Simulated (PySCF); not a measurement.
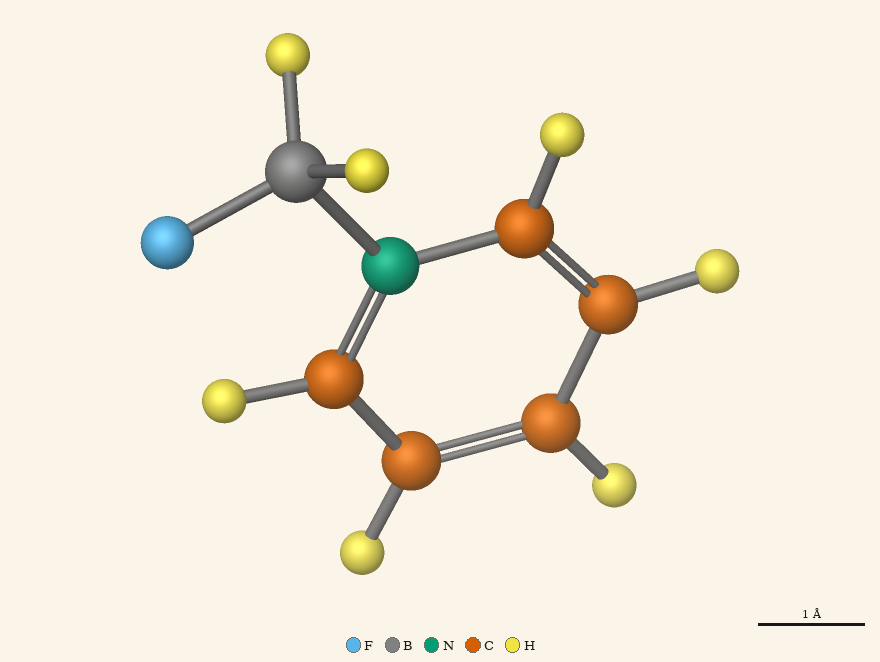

Ball-and-stick drawing of a structure.

> Count the atoms of each element.

C5H7BFN, 15 atoms: 5 carbon, 7 hydrogen, 1 boron, 1 fluorine and 1 nitrogen.

> Name some functional groups or characteristic bonds that it holds.

Among them: B–H bond.

> Give a SMILES string for it.

F[BH2-][n+]1ccccc1

> Describe its rings.

Independent rings (smallest set): 1 of 6 members, 1 of them aromatic.

> Count the bonded pairs by element.

5 C–H, 4 C–C, 2 C–N, 2 B–H, 1 B–F, 1 B–N.

The parts below concern this one geometry. Atoms keep their numbers from picture to picture. Computed geometry: PBE0-D3(BJ)/def2-SVP optimisation. No frequency run is at hand to confirm it as a minimum.

### Excitation

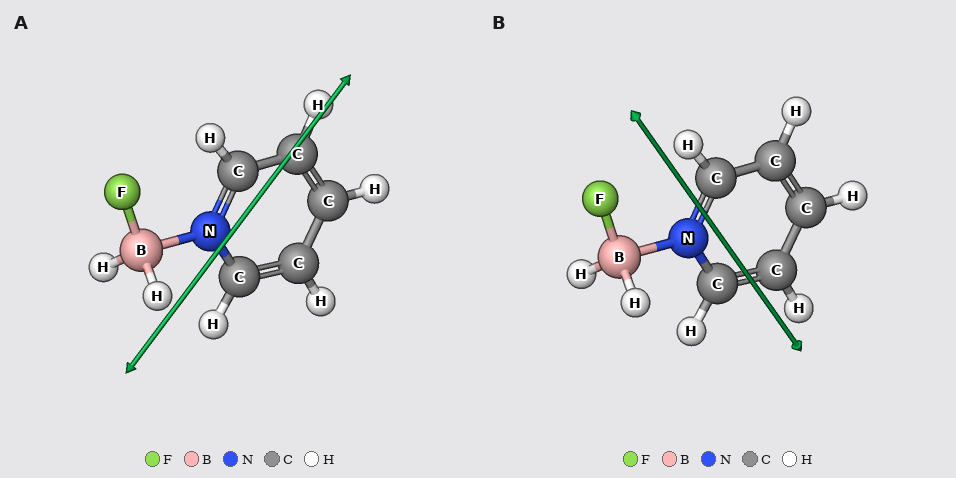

The double arrows show the directions of two transition dipoles from the ground state (lengths mean nothing). No frequency run is at hand to confirm it as a minimum. Properties computed with TDDFT ωB97X-D/def2-SVPD, vertical, IEF-PCM dimethylsulfoxide (non-equilibrium linear response), core orbitals frozen in the response (PySCF 2.14.0).

> One belongs to singlet state 1 and one to singlet state 3. Which is which?

A: state 3, 6.52 eV (190 nm), oscillator strength 0.29, mainly HOMO → LUMO+1 (weight 0.68).
B: state 1, 5.40 eV (230 nm), oscillator strength 0.082, mainly HOMO−1 → LUMO (weight 0.55).

### Ring current

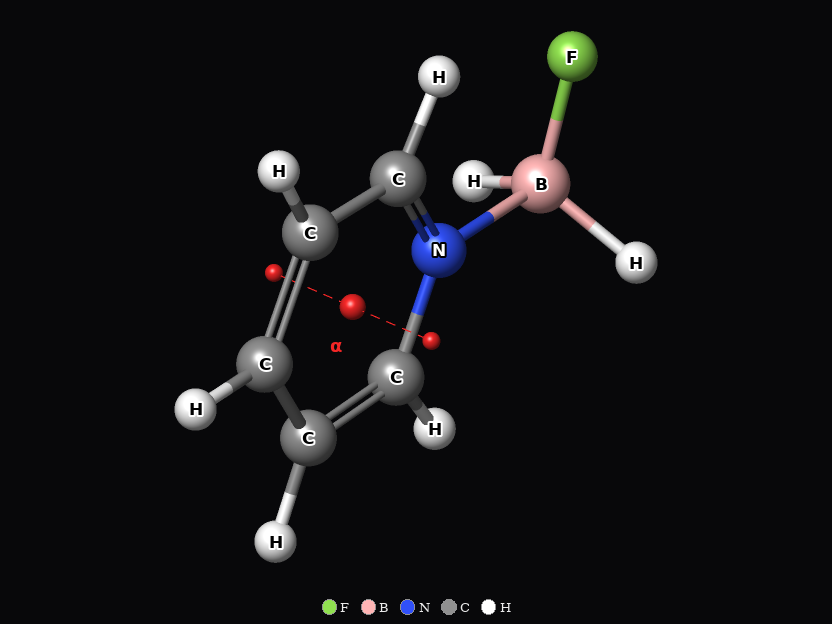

The small points mark where nucleus-independent chemical shifts (NICS) were computed: at the centre of each lettered ring and 1 Å above and below it. No frequency run is at hand to confirm it as a minimum. Properties computed with GIAO PBE0/pcSseg-1 NMR shielding, non-relativistic, IEF-PCM methanol (PySCF 2.14.0).

Give NICS(0), NICS(1) and the out-of-plane component NICS(1)zz for each ring (means of the two sides).

```
ring  members  NICS(0)  NICS(1)  NICS(1)zz
   α      C5N     −7.3    −10.7      −27.4
```

Values in ppm.

> What do the values say about the ring currents?

Ring α: diatropic, as in an aromatic ring. NICS is one index among several.

### Polarisability

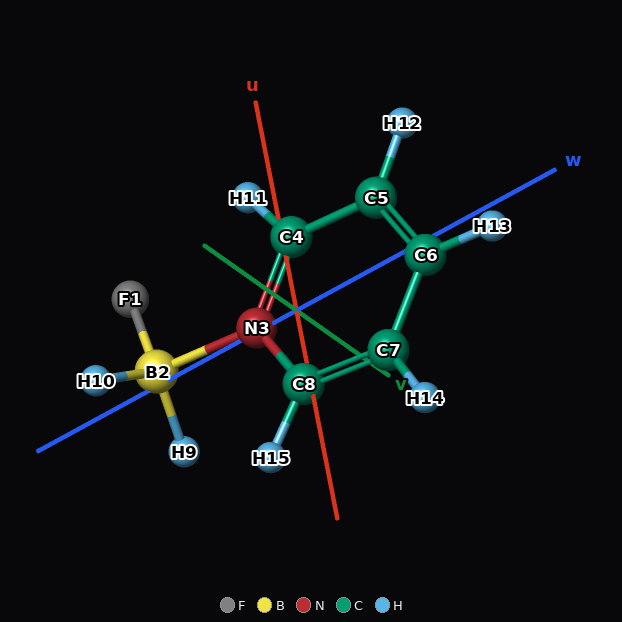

The lines u, v and w are the principal axes of the static dipole polarisability. No frequency run is at hand to confirm it as a minimum. Method: ωB97X-D/def2-SVPD (PySCF 2.14.0).

> Along which axis is the molecule most polarisable, and along which least?

Most along w (nearly parallel to the C4–C5 bond), least along v.

> Give the three principal values.

u 86.2, v 54.1, w 104.0 bohr³; mean 81.5, anisotropy 43.8 bohr³.

### NMR shielding

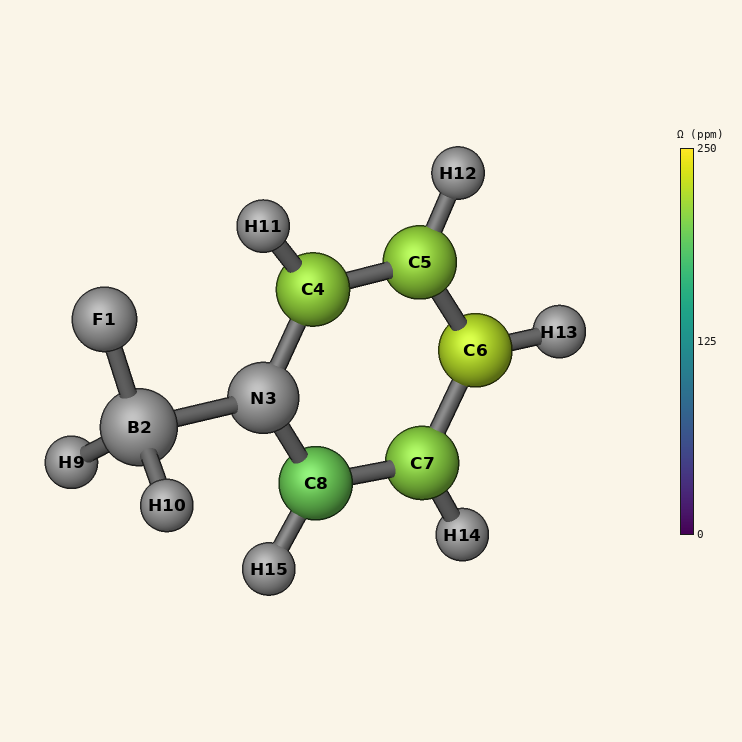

The C atoms are coloured by the span of their shielding tensor. No frequency run is at hand to confirm it as a minimum. Properties computed with GIAO KT2/pcSseg-1 NMR shielding, non-relativistic, gas phase (PySCF 2.14.0). Principal shieldings σ11 ≤ σ22 ≤ σ33, span Ω = σ33 − σ11, skew κ = 3(σiso − σ22)/Ω.

Give the shielding tensors of the C atoms.

```csv
atom,σ11,σ22,σ33,σiso,Ω,κ
C4,−48.9,23.8,162.8,45.9,211.7,0.31
C5,−39.2,53.4,172.6,62.3,211.8,0.13
C6,−47.7,30.5,175.3,52.7,223.0,0.30
C7,−35.3,55.0,172.7,64.1,208.0,0.13
C8,−44.5,31.0,150.7,45.7,195.2,0.23
```

Shieldings and span in ppm.
